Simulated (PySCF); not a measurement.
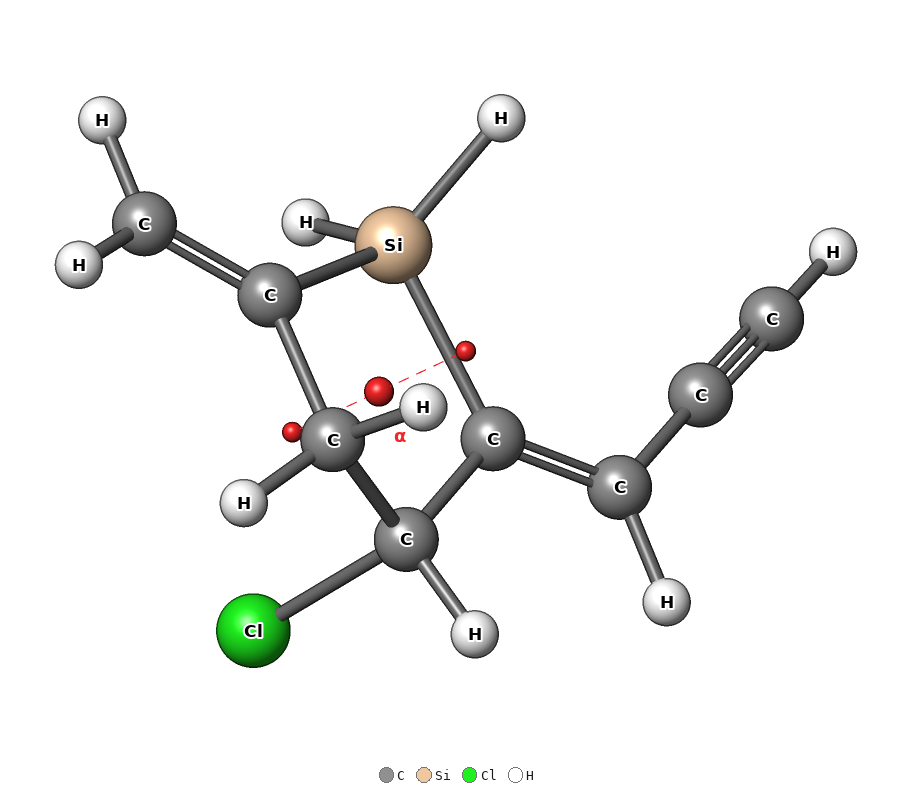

The small points mark where nucleus-independent chemical shifts (NICS) were computed: at the centre of each lettered ring and 1 Å above and below it. The computed structure is the end point of a GFN2-xTB optimisation. No frequency run is at hand to confirm it as a minimum. Level of theory: GIAO PBE0/pcSseg-1 NMR shielding, non-relativistic, gas phase (PySCF 2.14.0).

Give NICS(0), NICS(1) and the out-of-plane component NICS(1)zz for each ring (means of the two sides).

```
ring  members  NICS(0)  NICS(1)  NICS(1)zz
   α     C4Si     −0.7     −3.2       −2.3
```

Values in ppm.

What do the values say about the ring currents?

Answer. Ring α: weak, as in a non-aromatic ring. NICS is one index among several.

The geometry is semi-empirical. Around Si such bond lengths and angles can be off by a tenth of an ångström or more and by several degrees, and values that hang on the shape move with them.
